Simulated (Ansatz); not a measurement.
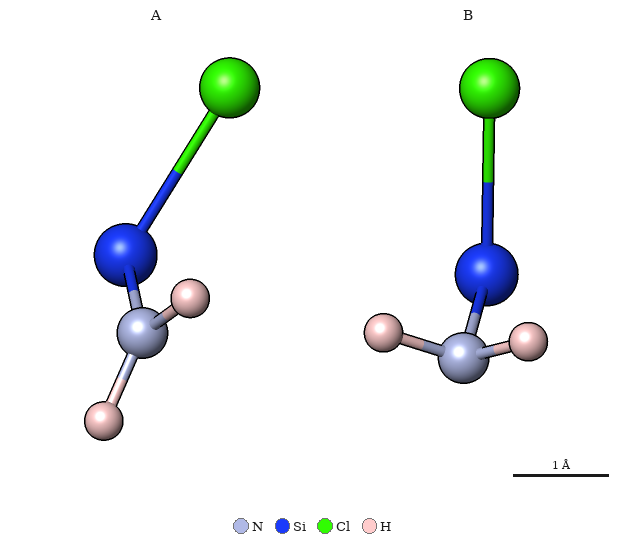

Two geometries of SiNH2Cl (coarse preliminary run), drawn at one scale. One is the start of a relaxation, the other its converged end. A ball-and-stick model, seen from a free direction.

Method: RKS PBE-D4/def2-SVP in Ansatz 0.2.0. Set-up: force threshold 0.03 eV/Å; at most 200 steps.

> Which geometry has the lower energy?

Structure A is the relaxed one. The start comes from a force field. The largest move after the best rigid fit is that of an H atom, 1.00 Å. Largest moves by element: H 1.00 Å, Cl 0.56 Å, Si 0.55 Å, N 0.30 Å. Some distances before and after: Cl–Si 2.052 → 2.136 Å, N–Si 1.654 → 1.731 Å, H–N 0.991 → 1.025 Å, H–N 1.013 → 1.026 Å. Bond angles that change, for instance: H–N–H 101.5° → 112.8°, Si–N–H 114.3° → 125.3°, Si–N–H 111.1° → 121.9°. After 9 geometry steps the energy has fallen by 26.6 kcal/mol. The largest force component goes from 3.4 to 0.018 eV/Å. The run took about 12 core-seconds on a shared host.
